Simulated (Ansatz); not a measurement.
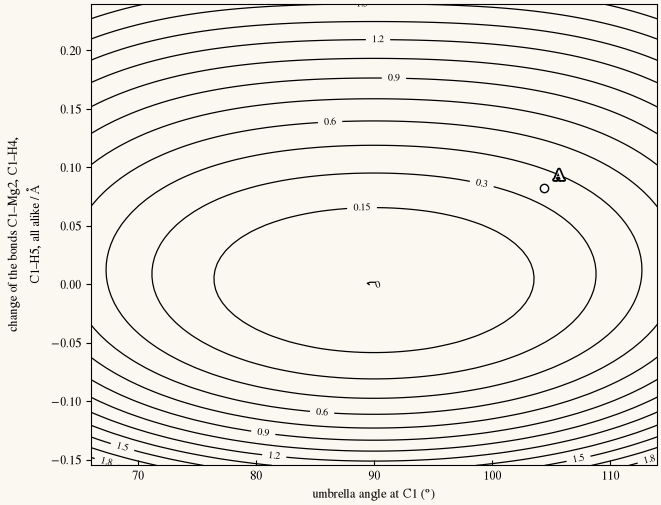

C₂H₅Mg, SMILES [CH2][Mg][CH3], spin multiplicity 2. First axis: umbrella angle at C1 (between each of its bonds and their common axis; 90 is planar). Second axis: change of the bonds C1–Mg2, C1–H4, C1–H5, all alike. Nothing is relaxed (all other coordinates rigid). The scan uses an 11 × 11 grid. Points are written as (first, second). Energies: eV, counted from the lowest grid point. These are results of UKS PBE0-D4/def2-TZVP in Ansatz, not measurements.

The picture shows contour lines labelled in eV, the point A. Between grid points the surface is interpolated.

Question: Is A at rest? If not, where is it pushed?

Answer: A, at (104.4°, 0.082 Å), is not a stationary point. The computed force is 0.021 eV for each degree towards smaller values of the first coordinate and 4.7 eV for each Å towards smaller values of the second coordinate.
